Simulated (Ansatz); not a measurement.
# CCSDT/STO-3G run of GeH2 (SMILES [H][Ge][H])

What is the vertical singlet–triplet gap of GeH2 at CCSDT/STO-3G? 

Program for the calculation: Ansatz 0.2.0.

33 further runs of the same task are left out: 6 that didn't finish, 27 set aside as unsound or not needed.

### Step 1. The system as given

GeH2: 3 atoms, total charge 0, spin state singlet. SMILES: `[H][Ge][H]`. Geometry: a GFN2-xTB relaxation, a rough one for these elements and not checked as a minimum.

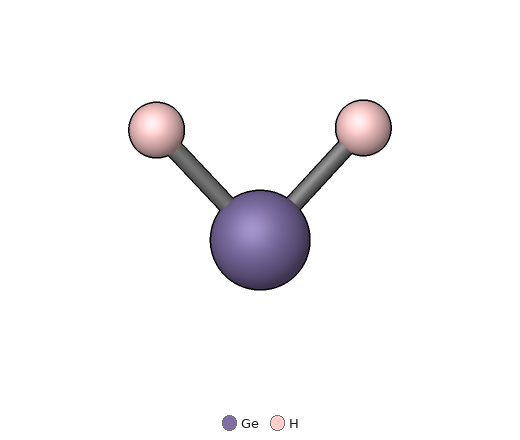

The structure, seen from a chosen angle (germanium purple, hydrogen pink).

### Step 2. A single-point energy at CCSDT/STO-3G

File run.yaml:

```yaml
crystal:
  periodic: [false, false, false]
  atoms:
    - symbol: Ge
      position_ang: [0.004590, -0.009050, -0.781020]
    - symbol: H
      position_ang: [1.098840, -0.017820, 0.398440]
    - symbol: H
      position_ang: [-1.103430, 0.026870, 0.382580]
basis:
  gaussian:
    orbitals: STO-3G
correlation:
  method: ccsdt
  frozen_orbitals: {Ge: 9, H: 0}
accuracy: high
scf:
  omitted_lower_state_checks: [cluster_reference, increment]
```

Command:

```bash
$ ansatz run run.yaml --threads 1 --pin off --max-ram 2610MiB --events-out events.jsonl --progress --plain --runs-dir runs
```

Output, shortened:

```text
Warning: RAYON_NUM_THREADS=1 ignored (pool sized by the plan → 1); use --threads N
Functional definition: HF
  name "HF"
[...]
235 factors; integrals over basis functions are off by at most 1.3e-8 eV
[...]
mean field -55860.01793559 eV, -2052.8177958530 hartree, gradient 1.7e-8 eV, S^2 0.000000; 0 other end points of the search recorded, 0 dependent functions left out; unrestricted orbitals would lower it
9 core orbitals not correlated: weight in the atoms' cores, before any rotation towards them, 1.000 or more for the frozen orbitals, at most 0.000 for the correlated occupied ones
reference -55860.01793559 eV, -2052.8177958530 hartree; 8, 8 occupied and 3, 3 virtual orbitals, 235 factors
second order -0.92885420 eV of doubles, -0.00000000 eV of singles
cycle   1  -1.24605107 eV  change   -3.2e-1 eV  update   5.9e-2
[...]
cycle  23  -1.47074656 eV  change   -1.0e-9 eV  update   1.4e-9
Total energy: -55861.48868215 eV, -2052.8718447922 hartree
Checks for a lower state left out: cluster_reference, increment
```

Run time: 0.34 s. Hardware: 1 thread of Arm Neoverse V1, shared host.

### Step 3. The triplet at the same level

File job.yaml:

```yaml
basis:
  gaussian:
    orbitals: STO-3G
crystal:
  periodic: [false, false, false]
  atoms:
    - {symbol: Ge, position_ang: [0.004590, -0.009050, -0.781020]}
    - {symbol: H, position_ang: [1.098840, -0.017820, 0.398440]}
    - {symbol: H, position_ang: [-1.103430, 0.026870, 0.382580]}
scf:
  omitted_lower_state_checks: [cluster_reference, increment]
accuracy: high
magnetization:
  spin_polarized: true
  initial_magnetization: 2
correlation:
  method: ccsdt
  frozen_orbitals: {Ge: 9, H: 0}
```

Command:

```bash
$ ansatz run job.yaml --threads 1 --pin off --max-ram 2610MiB --events-out events.jsonl --progress --plain --runs-dir runs
```

Output, shortened:

```text
Warning: RAYON_NUM_THREADS=1 ignored (pool sized by the plan → 1); use --threads N
[... 2 set-up lines as earlier in the session ...]
[...]
235 factors; integrals over basis functions are off by at most 1.3e-8 eV
[...]
mean field -55858.91971386 eV, -2052.7774369485 hartree, gradient 3.8e-9 eV, S^2 2.005976; 0 other end points of the search recorded, 0 dependent functions left out
9 core orbitals not correlated: weight in the atoms' cores, before any rotation towards them, 1.000 or more for the frozen orbitals, at most 0.000 for the correlated occupied ones
reference -55858.91971386 eV, -2052.7774369485 hartree; 9, 7 occupied and 2, 4 virtual orbitals, 235 factors
second order -0.71990619 eV of doubles, -0.00000000 eV of singles
cycle   1  -0.98731302 eV  change   -2.7e-1 eV  update   5.1e-2
[...]
cycle  26  -1.19160628 eV  change   1.5e-10 eV  update  9.4e-10
Total energy: -55860.11132014 eV, -2052.8212276717 hartree
Checks for a lower state left out: cluster_reference, increment
```

Wall time 0.48 s (1 thread of Arm Neoverse V1, shared host).

### Step 4. Results

Level: CCSDT/STO-3G, 9 core orbitals frozen.

```
                                            quantity           value
                               singlet: total energy  -2052.87184 Eh
singlet: correlation energy (9 core orbitals frozen)       -54.0 mEh
                              singlet: T1 diagnostic           0.006
                               triplet: total energy  -2052.82123 Eh
triplet: correlation energy (9 core orbitals frozen)       -43.8 mEh
          triplet: ⟨S²⟩ of the reference determinant           2.006
                              triplet: T1 diagnostic           0.005
    vertical energy of the triplet above the singlet        1.377 eV
```

At this shape the triplet lies 1.38 eV (32 kcal/mol) above the singlet. In a minimal basis such a difference can be off by several eV, whatever the method. The restricted solution (singlet) is unstable to spin breaking: an unrestricted one lies lower.
